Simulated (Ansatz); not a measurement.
# How fast states decay through LiNbBr6

Aim: relax a made-up compound, LiNbBr6, and see how good a tunnel barrier it would be. It is built by putting Br for F, Nb for Ta in the LiTaF6 structure of space group R-3, with the volume rescaled by atomic radii. The parent structure comes from the Materials Project.

Program: Ansatz 0.2.0. Level of theory: PBE DFT, plane waves, PAW files, in the first sound run; inputs show where later runs differ. Results are calculated unless marked as measured.

The structure was built from a prototype and need not be the compound's stable phase.

### Step 1. Starting point

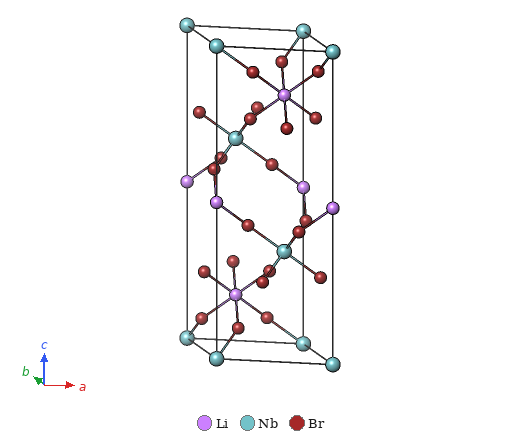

The cell as given, slightly off an axis (lithium purple, niobium teal, bromine red). This picture shows the conventional cell, with its axes. Bonds to atoms that aren't drawn are left out. Some periodic images of atoms are drawn too.

### Step 2. Cell and atoms at rest

The substituted atoms don't fit the parent's cell, so cell and atoms relax together. A small smearing keeps the run stable in case the gap closes on the way.

File input.yaml:

```yaml
crystal:
  lattice:
    - [3.2919037456, 1.9005815137, 5.7644386103]
    - [-3.2919037456, 1.9005815137, 5.7644386103]
    - [0.0, -3.8011630273, 5.7644386103]
  atoms:
    - { symbol: Li, position: [0.5, 0.5, 0.5] }
    - { symbol: Nb, position: [0.0, 0.0, 0.0] }
    - { symbol: Br, position: [0.64967097, 0.24539065, 0.86097381] }
    - { symbol: Br, position: [0.24539065, 0.86097381, 0.64967097] }
    - { symbol: Br, position: [0.86097381, 0.64967097, 0.24539065] }
    - { symbol: Br, position: [0.35032903, 0.75460935, 0.13902619] }
    - { symbol: Br, position: [0.75460935, 0.13902619, 0.35032903] }
    - { symbol: Br, position: [0.13902619, 0.35032903, 0.75460935] }
kpoints:
  mp_grid: { grid: [4, 4, 4] }
scf:
  occupations: { method: gaussian, width: 0.03 }
hamiltonian:
  xc: pbe
output:
  forces: true
  stress: true
relax:
  f_tol: 0.02
  max_steps: 60
  cell: {}
```

Launch:

```sh
> ansatz run input.yaml --threads 2 --pin off --max-ram 4096MiB --backend cpu --events-out ev --progress --plain --runs-dir out
```

Numbers of over 12 decimals in the logs are rounded to 6 here.

The program printed:

```text
Engine: ansatz 0.2.0, aarch64-unknown-linux-gnu
Pseudopotentials: kind: paw
Pseudopotential: Li, paw, valence charge 3, recommended cutoff 420 eV (normal), Li.paw.azcp
Pseudopotential: Nb, paw, valence charge 13, recommended cutoff 420 eV (normal), Nb.paw.azcp
Pseudopotential: Br, paw, valence charge 7, recommended cutoff 420 eV (normal), Br.paw.azcp
Functional definition: PBE
  parameter kappa = 0.804
  parameter beta = 0.066725
  exchange = pbe_x(kappa = kappa, mu = beta*pi^2/3)
  correlation = pbe_c(beta = beta)
Crystal: 8 atoms, lattice volume = 216.392 Å³
Basis set: ecut = 420 eV, 4189 PW (Γ), exchange–correlation on 96×96×96 points (8 copies of the dense FFT grid, shifted against one another)
Bands: 37, of which v1, the nominal top of the filled ones, is band 29 counted from 1 (28 counted from 0)
Symmetry: 6 space group operations
Space group: R-3 (ITA 148), of the structure as read, at distance tolerance 6.0e-5 Å
k-points: 14 of 64
Non-local potential: Li, projectors of the file, l = 0: 3, l = 1: 2, l = 2: 1
Non-local potential: Nb, projectors of the file, l = 0: 3, l = 1: 2, l = 2: 2, l = 3: 1
Non-local potential: Br, projectors of the file, l = 0: 2, l = 1: 2, l = 2: 2
PAW form: soft (Blöchl's): semilocal exchange-correlation on the pseudo side does not see the compensation charge
PAW one-centre angular grid: Li, 110 points (default); XC on 64 Gauss nodes
PAW one-centre angular grid: Nb, 590 points (default); XC on 64 Gauss nodes
PAW one-centre angular grid: Br, 110 points (default); XC on 64 Gauss nodes
Initial density: superposition of atomic densities (neutral atoms: chi_scale 0, normalization atom), corrected by the library's trained network
Initial wavefunctions: pseudopotential atomic-orbital guess
Functional: x = pbe(κ = 0.804, μ = 0.219515), c = pbe(β = 0.066725)
SCF iter   1: F=—  HF=-21463.234756 eV  |F-HF|=—  |Δ(HF+E_count)|=         —  Δρ=1.19e-3  dr2=1.16e-2  ethr=1.77e-3  ⟨swp⟩=10.5  Hψ=3007  notcnv=0  defer=2
preconditioner: auto → Resta (q_TF=auto, 2.191 Å⁻¹)  ε∞=4.3  [insulator: Δε(μ)=1.578 eV  Ē_g=9.668 eV  σ=0.030 eV  W_gap=1.00  n_scr=34 (ndim 8)  ℏωp=17.5 eV  f_vac=0.064  D(μ)=0.00/eV (n_scr^D=0)  ε∞_Penn≈4.3]
SCF iter   2: F=—  HF=-21463.233547 eV  |F-HF|=—  |Δ(HF+E_count)|=   1.21e-3  Δρ=6.97e-4  dr2=1.44e-3  ethr=2.00e-5  ⟨swp⟩=2.4  Hψ=984  notcnv=0  defer=38
SCF iter   3: F=—  HF=-21463.233612 eV  |F-HF|=—  |Δ(HF+E_count)|=   6.52e-5  Δρ=3.16e-4  dr2=4.29e-4  ethr=2.48e-6  ⟨swp⟩=2.7  Hψ=807  notcnv=0  defer=38
SCF iter   4: F=—  HF=-21463.233745 eV  |F-HF|=—  |Δ(HF+E_count)|=   1.33e-4  Δρ=1.46e-4  dr2=7.64e-5  ethr=7.40e-7  ⟨swp⟩=2.4  Hψ=735  notcnv=0  defer=38
SCF iter   5: F=—  HF=-21463.233660 eV  |F-HF|=—  |Δ(HF+E_count)|=   8.46e-5  Δρ=3.94e-5  dr2=7.06e-6  ethr=1.32e-7  ⟨swp⟩=2.0  Hψ=721  notcnv=0  defer=38
SCF iter   6: F=—  HF=-21463.233666 eV  |F-HF|=—  |Δ(HF+E_count)|=   5.54e-6  Δρ=5.51e-6  dr2=1.48e-7  ethr=1.22e-8  ⟨swp⟩=2.0  Hψ=728  notcnv=0  defer=38
SCF iter   7: F=-21463.233666 eV  HF=-21463.233666 eV  |F-HF|=5.85e-9  |Δ(HF+E_count)|=   2.27e-7  Δρ=9.69e-7  dr2=3.79e-9  ethr=1.72e-10  ⟨swp⟩=5.0  Hψ=1973  notcnv=0
SCF 1 converged in 7 iterations: F = -21463.233666 eV  dr2 = 3.79e-9
  greatest PAW one-centre occupation: 1.000 electrons in one spin orbital (limit 2), on the Li atom at site 0 (counted from 0), in its partial waves of l = 0
relax step   1: F+E_penalty+E_count = -21463.23366618 eV  Δ(F+E_penalty+E_count) = +0.000e0 eV  max|allowed force component| = 1.013e0 eV/Å  Δτ_max = 0.0000 Å  P = +7.851 GPa  Ω = 216.392 Å³  (7 SCF iters, dr2 threshold 1.00e-7 eV, accepted)
Crystal: 8 atoms, lattice volume = 247.805 Å³
Basis set: ecut = 420 eV, 4845 PW (Γ), exchange–correlation on 96×96×96 points (8 copies of the dense FFT grid, shifted against one another)
Initial density: handed on by an earlier stage of this run
Initial wavefunctions: those handed on with the density
iter 1 solved again at ethr=2.28e-3 eV; its pass at ethr=3.10e-3 eV (dr2=1.32e0 eV) is discarded
SCF iter   1: F=—  HF=-21464.082859 eV  |F-HF|=—  |Δ(HF+E_count)|=         —  Δρ=1.23e-2  dr2=1.32e0  ethr=2.28e-3  ⟨swp⟩=1.2  Hψ=3338  notcnv=0
preconditioner: auto → Resta (q_TF=auto, 2.142 Å⁻¹)  ε∞=4.3  [insulator: Δε(μ)=1.712 eV  Ē_g=9.008 eV  σ=0.030 eV  W_gap=1.00  n_scr=52 (ndim 8)  ℏωp=16.3 eV  f_vac=0.078  D(μ)=0.00/eV (n_scr^D=0)  ε∞_Penn≈4.3]
SCF iter   2: F=—  HF=-21463.988546 eV  |F-HF|=—  |Δ(HF+E_count)|=   9.43e-2  Δρ=1.05e-2  dr2=8.03e-1  ethr=2.27e-3  ⟨swp⟩=2.6  Hψ=925  notcnv=0
SCF iter   3: F=—  HF=-21463.899061 eV  |F-HF|=—  |Δ(HF+E_count)|=   8.95e-2  Δρ=2.73e-3  dr2=4.34e-2  ethr=1.38e-3  ⟨swp⟩=2.0  Hψ=700  notcnv=0  defer=12
SCF iter   4: F=—  HF=-21463.890699 eV  |F-HF|=—  |Δ(HF+E_count)|=   8.36e-3  Δρ=1.40e-3  dr2=1.23e-2  ethr=7.48e-5  ⟨swp⟩=2.0  Hψ=798  notcnv=0  defer=42
SCF iter   5: F=—  HF=-21463.889623 eV  |F-HF|=—  |Δ(HF+E_count)|=   1.08e-3  Δρ=2.60e-4  dr2=3.35e-4  ethr=2.12e-5  ⟨swp⟩=2.0  Hψ=546  notcnv=0  defer=42
SCF iter   6: F=—  HF=-21463.889687 eV  |F-HF|=—  |Δ(HF+E_count)|=   6.47e-5  Δρ=1.31e-4  dr2=1.12e-4  ethr=5.78e-7  ⟨swp⟩=2.0  Hψ=862  notcnv=0  defer=42
SCF iter   7: F=—  HF=-21463.889697 eV  |F-HF|=—  |Δ(HF+E_count)|=   9.59e-6  Δρ=2.93e-5  dr2=5.54e-6  ethr=1.94e-7  ⟨swp⟩=1.2  Hψ=479  notcnv=0  defer=42
SCF iter   8: F=-21463.889699 eV  HF=-21463.889698 eV  |F-HF|=1.47e-7  |Δ(HF+E_count)|=   1.67e-6  Δρ=4.60e-6  dr2=9.85e-8  ethr=1.38e-9  ⟨swp⟩=5.0  Hψ=2028  notcnv=0
SCF 2 converged in 8 iterations: F = -21463.889699 eV  dr2 = 9.85e-8
relax step   2: F+E_penalty+E_count = -21463.88969864 eV  Δ(F+E_penalty+E_count) = -6.560e-1 eV  max|allowed force component| = 6.794e-1 eV/Å  Δτ_max = 0.1342 Å  P = -1.813 GPa  Ω = 247.805 Å³  energy of the carried Pulay correction = -2.583e-3 eV  (8 SCF iters, dr2 threshold 8.00e-7 eV, accepted)
Crystal: 8 atoms, lattice volume = 250.110 Å³
Basis set: ecut = 420 eV, 4887 PW (Γ), exchange–correlation on 96×96×96 points (8 copies of the dense FFT grid, shifted against one another)
iter 1 solved again at ethr=1.93e-4 eV; its pass at ethr=3.10e-3 eV (dr2=1.12e-1 eV) is discarded
SCF iter   1: F=—  HF=-21464.105425 eV  |F-HF|=—  |Δ(HF+E_count)|=         —  Δρ=4.47e-3  dr2=1.52e-1  ethr=1.93e-4  ⟨swp⟩=2.8  Hψ=2902  notcnv=0
eigensolver tolerance schedule calibrated: the retry pair's looser diagonalisation under-reported the residual by θ = 0.26 (0.22/decade); ethr = c·dr2/N_el runs at the constant in force after the calibration composes with the one it found (an armed cap, an earlier calibration), c = 2.1e-2
preconditioner: auto → Resta (q_TF=auto, 2.138 Å⁻¹)  ε∞=4.3  [insulator: Δε(μ)=1.360 eV  Ē_g=8.890 eV  σ=0.030 eV  W_gap=1.00  n_scr=52 (ndim 8)  ℏωp=16.3 eV  f_vac=0.053  D(μ)=0.00/eV (n_scr^D=0)  ε∞_Penn≈4.3]
SCF iter   2: F=—  HF=-21464.094131 eV  |F-HF|=—  |Δ(HF+E_count)|=   1.13e-2  Δρ=3.43e-3  dr2=5.89e-2  ethr=5.56e-5  ⟨swp⟩=3.6  Hψ=1153  notcnv=0
SCF iter   3: F=—  HF=-21464.086645 eV  |F-HF|=—  |Δ(HF+E_count)|=   7.49e-3  Δρ=1.48e-3  dr2=6.53e-3  ethr=2.16e-5  ⟨swp⟩=2.0  Hψ=999  notcnv=0
SCF iter   4: F=—  HF=-21464.086098 eV  |F-HF|=—  |Δ(HF+E_count)|=   5.48e-4  Δρ=2.92e-4  dr2=3.30e-4  ethr=2.39e-6  ⟨swp⟩=2.0  Hψ=969  notcnv=0
SCF iter   5: F=—  HF=-21464.086003 eV  |F-HF|=—  |Δ(HF+E_count)|=   9.43e-5  Δρ=5.35e-5  dr2=1.76e-5  ethr=1.21e-7  ⟨swp⟩=2.0  Hψ=910  notcnv=0
SCF iter   6: F=-21464.086007 eV  HF=-21464.086007 eV  |F-HF|=1.46e-7  |Δ(HF+E_count)|=   3.27e-6  Δρ=1.35e-5  dr2=7.13e-7  ethr=2.93e-10  ⟨swp⟩=3.6  Hψ=2296  notcnv=0
SCF 3 converged in 6 iterations: F = -21464.086007 eV  dr2 = 7.13e-7
relax step   3: F+E_penalty+E_count = -21464.08600673 eV  Δ(F+E_penalty+E_count) = -1.963e-1 eV  max|allowed force component| = 1.598e-1 eV/Å  Δτ_max = 0.1267 Å  P = -0.407 GPa  Ω = 250.110 Å³  energy of the carried Pulay correction = -2.759e-3 eV  (6 SCF iters, dr2 threshold 8.00e-7 eV, accepted)
[...]
relax step   4: F+E_penalty+E_count = -21464.07789694 eV  Δ(F+E_penalty+E_count) = +8.110e-3 eV  max|allowed force component| = 2.092e-1 eV/Å  Δτ_max = 0.0895 Å  P = +0.209 GPa  Ω = 248.083 Å³  energy of the carried Pulay correction = -2.605e-3 eV  (6 SCF iters, dr2 threshold 8.00e-7 eV, rejected (line search))
[...]
relax step   5: F+E_penalty+E_count = -21464.10572375 eV  Δ(F+E_penalty+E_count) = -1.972e-2 eV  max|allowed force component| = 1.116e-2 eV/Å  Δτ_max = 0.0436 Å  P = -0.049 GPa  Ω = 247.224 Å³  energy of the carried Pulay correction = -2.539e-3 eV  (9 SCF iters, accepted)
[...]
relax step   6: F+E_penalty+E_count = -21464.10733589 eV  Δ(F+E_penalty+E_count) = -1.612e-3 eV  max|allowed force component| = 1.455e-2 eV/Å  Δτ_max = 0.0128 Å  P = +0.007 GPa  Ω = 245.685 Å³  energy of the carried Pulay correction = -2.420e-3 eV  (6 SCF iters, dr2 threshold 2.01e-8 eV, accepted)
[...]
relax step   7: F+E_penalty+E_count = -21464.10890574 eV  Δ(F+E_penalty+E_count) = -1.570e-3 eV  max|allowed force component| = 5.215e-4 eV/Å  Δτ_max = 0.0224 Å  P = -0.017 GPa  Ω = 243.783 Å³  energy of the carried Pulay correction = -2.272e-3 eV  (7 SCF iters, dr2 threshold 2.14e-8 eV, accepted)
Basis set: ecut = 420 eV, 4773 PW (Γ), exchange–correlation on 100×100×100 points (8 copies of the dense FFT grid, shifted against one another)
Initial wavefunctions: pseudopotential atomic-orbital guess (no wavefunctions were taken with the density)
iter 1 solved again at ethr=2.86e-6 eV; its pass at ethr=3.10e-3 eV (dr2=1.66e-3 eV) is discarded
SCF iter   1: F=—  HF=-21464.109868 eV  |F-HF|=—  |Δ(HF+E_count)|=         —  Δρ=1.16e-4  dr2=2.52e-6  ethr=2.86e-6  ⟨swp⟩=3.2  Hψ=4116  notcnv=0
eigensolver tolerance schedule: the retry pair's looser diagonalisation over-reported the residual by 658.08 of it (diagonalisation noise at 1.55 of the residual, at the tolerance the schedule requests for it); recorded, not acted on — ethr = c·dr2/N_el stays at c = 1.0e-1
preconditioner: auto → Resta (q_TF=auto, 2.148 Å⁻¹)  ε∞=4.4  [insulator: Δε(μ)=1.436 eV  Ē_g=8.986 eV  σ=0.030 eV  W_gap=1.00  n_scr=46 (ndim 8)  ℏωp=16.5 eV  f_vac=0.039  D(μ)=0.00/eV (n_scr^D=0)  ε∞_Penn≈4.4]
SCF iter   2: F=—  HF=-21464.110252 eV  |F-HF|=—  |Δ(HF+E_count)|=   3.84e-4  Δρ=5.98e-5  dr2=7.15e-7  ethr=4.34e-9  ⟨swp⟩=3.1  Hψ=970  notcnv=0
SCF iter   3: F=—  HF=-21464.110419 eV  |F-HF|=—  |Δ(HF+E_count)|=   1.67e-4  Δρ=1.45e-5  dr2=1.24e-6  ethr=1.23e-9  ⟨swp⟩=2.0  Hψ=924  notcnv=0
SCF iter   4: F=—  HF=-21464.110420 eV  |F-HF|=—  |Δ(HF+E_count)|=   1.45e-6  Δρ=2.77e-6  dr2=1.13e-8  ethr=1.23e-9  ⟨swp⟩=1.0  Hψ=518  notcnv=0
SCF iter   5: F=—  HF=-21464.110420 eV  |F-HF|=—  |Δ(HF+E_count)|=   6.00e-8  Δρ=9.15e-7  dr2=5.40e-9  ethr=1.95e-11  ⟨swp⟩=2.1  Hψ=910  notcnv=0
SCF iter   6: F=—  HF=-21464.110420 eV  |F-HF|=—  |Δ(HF+E_count)|=  2.76e-10  Δρ=2.61e-7  dr2=2.81e-10  ethr=9.31e-12  ⟨swp⟩=1.0  Hψ=518  notcnv=0
SCF iter   7: F=-21464.110420 eV  HF=-21464.110420 eV  |F-HF|=3.64e-12  |Δ(HF+E_count)|=  3.64e-11  Δρ=4.44e-8  dr2=4.63e-12  ethr=1.00e-12  ⟨swp⟩=5.0  Hψ=1974  notcnv=0
SCF 8 converged in 7 iterations: F = -21464.110420 eV  dr2 = 4.63e-12
relax step   8: F+E_penalty+E_count = -21464.11042021 eV  Δ(F+E_penalty+E_count) = -1.514e-3 eV  max|allowed force component| = 7.753e-4 eV/Å  Δτ_max = 0.0000 Å  P = -0.023 GPa  Ω = 243.783 Å³  stress off target by 2.84e-2 GPa  SCF on the basis re-selected at this cell (its energy is not comparable with the rows above)  (7 SCF iters)
basis re-selected at this cell: Δ(F+E_penalty+E_count) = -1.514e-3 eV, ΔP = -0.006 GPa vs the last step (what re-selecting the basis moved, of the pressure what is left beyond the Pulay correction that the steps carried, after the strain that the cell walked since its last selection, with what the two solves' SCF thresholds leave and, on support functions, any second-order correction that the steps lacked; it is no measure of the basis error at this ecutwfc). The dense FFT grid was sized anew with the basis: this SCF ran on 50×50×50 points, the steps before it on 48×48×48, so part of this shift can come from that change (see relax.cell in the input reference). [rest of the remark cut]
SCF converged after 7 iterations
Free energy (F): -21464.110420 eV
Harris-Foulkes:  -21464.110420 eV  (|F-HF|=3.64e-12)
Internal energy: -21464.110420 eV  (E = F + TS)
E sigma→0 (E₀):  -21464.110420 eV
Fermi energy:    2.824367 eV
--- Per-component energies (eV) ---
  E_band       = -489.987651
  E_kinetic    = 1208.096599
  E_local      = -3281.722995  (includes V_loc(G=0)·N_el)
  E_nonlocal   = 505.173824
  E_hartree    = 1054.568367
  E_xc         = -1768.967636
  E_vxc        = -842.312356  (∫ρ·V_xc dr)
  E_paw        = -16573.222334  (= ΣΔE_a)
  E_vpaw       = -188.359480  (= ΣTr[D̂ρ^β])
  E_aug_tail   = 0.000026  (compensation charges beyond the density's cutoff)
  E_ewald      = -2608.036272
  E_smearing   = -0.000000  (= −TS)
  E_closure    = 0.000000  (closes the sum)
  Σ components = -21464.110420   (vs F -21464.110420, Δ=0.00e0)
--- Forces (eV/Å), atoms counted from 1 ---
  atom   1  Li     0.00000000     0.00000000     0.00000000
  atom   2  Nb     0.00000000    -0.00000000     0.00000000
  atom   3  Br     0.00058910    -0.00053020     0.00034609
  atom   4  Br    -0.00075372    -0.00024508     0.00034609
  atom   5  Br     0.00016461     0.00077528     0.00034609
  atom   6  Br    -0.00058910     0.00053020    -0.00034609
  atom   7  Br     0.00075372     0.00024508    -0.00034609
  atom   8  Br    -0.00016461    -0.00077528    -0.00034609
  max |Σ_I F_I| component: 1.39e-17 eV/Å
--- Stress (GPa, compression-positive) ---
       -0.028440      -0.000000       0.000000
        0.000000      -0.028440       0.000000
       -0.000000       0.000000      -0.011393
  P = ⅓ Tr σ = -0.0228 GPa (-0.228 kbar)
--- Relaxed structure (7 steps of the walk, 6 accepted, 1 SCFs on fresh bases) ---
  F+E_penalty+E_count = -21464.11042021 eV   max|allowed force component| = 7.753e-4 eV/Å   (the final SCF, on the basis selected at the relaxed cell)
  cell:  # Å, volume = 243.7832 Å³
    - [3.406872, 1.966959, 6.063192]
    - [-3.406872, 1.966959, 6.063192]
    - [-2.681521329886154e-18, -3.933918, 6.063192]
  atoms:
    - { symbol: Li, position: [0.5, 0.5, 0.5] }
    - { symbol: Nb, position: [0, -3.540176957916967e-19, 7.243279219512323e-19] }
    - { symbol: Br, position: [0.620105, 0.230939, 0.908540] }
    - { symbol: Br, position: [0.230939, 0.908540, 0.620105] }
    - { symbol: Br, position: [0.908540, 0.620105, 0.230939] }
    - { symbol: Br, position: [0.379895, 0.769061, 0.091460] }
    - { symbol: Br, position: [0.769061, 0.091460, 0.379895] }
    - { symbol: Br, position: [0.091460, 0.379895, 0.769061] }
```

Elapsed: 19 s, on 2 threads of Arm Neoverse V2, shared host; peak memory 0.55 GiB.

The steps of the relaxation:

```csv
step,energy less that of the first step (eV),largest force component (eV/Å),pressure (GPa),volume (Å³)
1,0.0000,1.0125,7.85,216.39
2,-0.6560,0.6794,-1.81,247.80
3,-0.8523,0.1598,-0.41,250.11
4,-0.8442,0.2092,0.21,248.08
5,-0.8721,0.0112,-0.05,247.22
6,-0.8737,0.0145,0.01,245.69
7,-0.8752,0.0005,-0.02,243.78
8*,-0.8768,0.0008,-0.02,243.78
```

Relaxation steps marked * repeat the geometry before them on a plane-wave basis chosen anew for their cell, so energy and pressure can jump there. Relaxation step 4 was tried and not accepted.

Forces are held to the 6 operations that the run works with; a distortion that breaks them can't arise in this run.

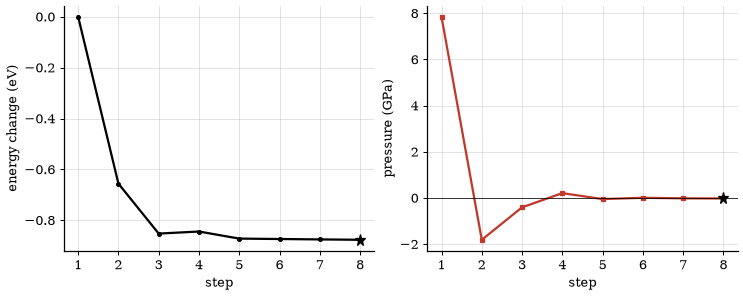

Energy and pressure along the relaxation. Stars mark steps on a basis chosen anew.

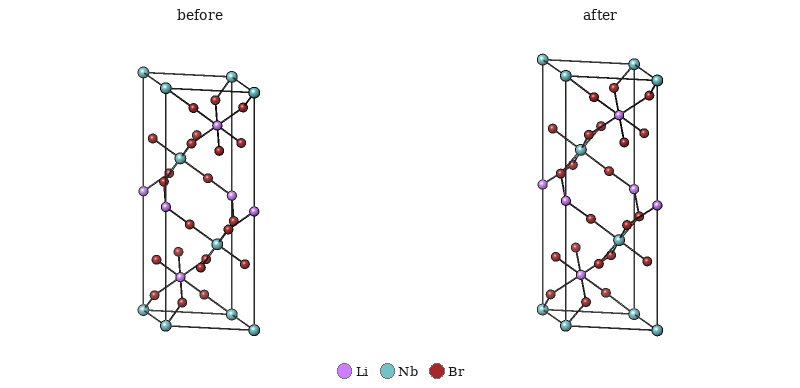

The structure before and after the relaxation, drawn at the same scale. Bonds to atoms that aren't drawn are left out.

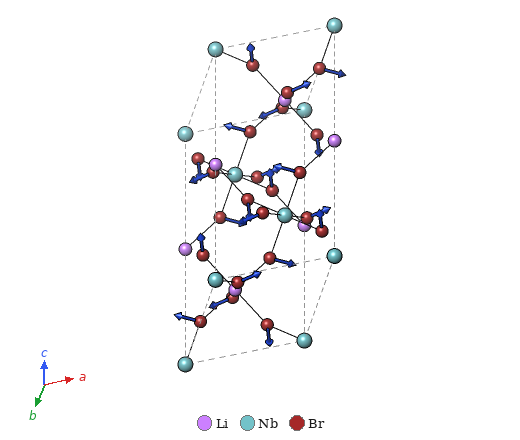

Displacements in the relaxation, exaggerated, measured against the changing cell; the longest in the cell stands for 0.28 Å. Bonds to atoms that aren't drawn are left out. Some periodic images of atoms are drawn too.

```csv
"conventional cell, symmetrised",before,after,change
a (Å),6.584,6.814,+3.5 %
b (Å),6.584,6.814,+3.5 %
c (Å),17.293,18.190,+5.2 %
volume (Å³/atom),27.05,30.47,+12.7 %
```

The atoms that moved most (Å, as changes of fractional coordinates times the final cell):

```csv
atom,dx,dy,dz,length
Br5,0.263,0.092,0.022,0.279
Br6,0.051,0.274,-0.022,0.279
Br7,0.211,-0.181,-0.022,0.279
Br4,-0.211,0.181,0.022,0.279
Br3,-0.051,-0.274,0.022,0.279
Br8,-0.263,-0.092,-0.022,0.279
```

Numbers from this step:

| Property | Result |
| --- | --- |
| free energy | -21464.1104 eV |
| Fermi energy | 2.824 eV |
| pressure | -0.02276 GPa |

The largest force component on a free atom ends at 7.8e-4 eV/Å.

(Continued in part 2 of 3.)

[Logs are printed without paths, hosts, clocks, repeated set-up lines and the standing remarks that a program may print on its own settings, such as how far it seeks lower states.]

[Hosts, paths, dates, database ids (printed as entryN), source tags and the programs' standing remarks are cut or masked in the printed files.]
